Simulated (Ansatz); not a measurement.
```yaml
atoms:
  - { symbol: N, position_ang: [-0.3879, 0.5025, -0.2735] }
  - { symbol: Al, position_ang: [0.6158, -0.2993, 0.9624] }
  - { symbol: F, position_ang: [1.2446, -1.8002, 0.6112] }
  - { symbol: H, position_ang: [-0.8154, 1.4132, -0.1583] }
  - { symbol: H, position_ang: [-0.6071, 0.1101, -1.1832] }
```

Method: UKS B3LYP/6-31G* (Ansatz 0.2.0).

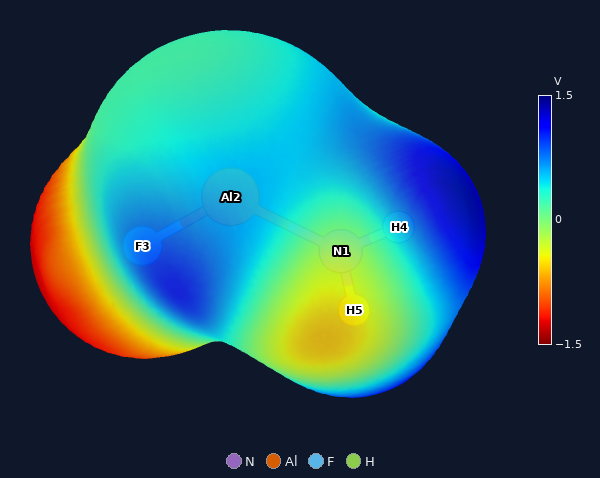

AlFH2N (SMILES [NH2][Al][F]) (doublet). The electrostatic potential painted on the density surface at 0.001 e/bohr³, seen at a tilt; the colour scale runs from red (negative) to blue (positive).

Question: Which sites attract a positive test charge, and which a negative one?

Answer: A positive charge is drawn to the negative regions and a negative charge to the positive ones. The most negative region (about −1.3 V) lies over F3, the most positive (about +1.4 V) over H4.
